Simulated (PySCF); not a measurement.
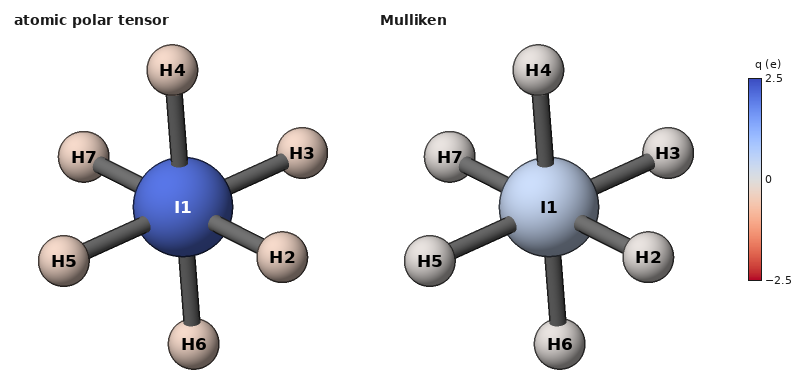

Atomic charges of one calculation by 2 schemes, on one colour scale. The species is neutral and a spin doublet. The computed structure is the end point of a PBE0/def2-TZVP with core potentials optimisation. Computed with PBE0/def2-TZVP, core potentials on I (PySCF 2.14.0).

Question. Which scheme gives the most polar picture (largest mean size of the charges)?

Answer. The atomic polar tensor charges are the largest in size here.

List the charges (e), one line for each set of equivalent atoms.

| atom | atomic polar tensor | Mulliken |
| --- | --- | --- |
| I1 | 2.06 | 0.42 |
| H2, H3, H4… | −0.34 | −0.07 |
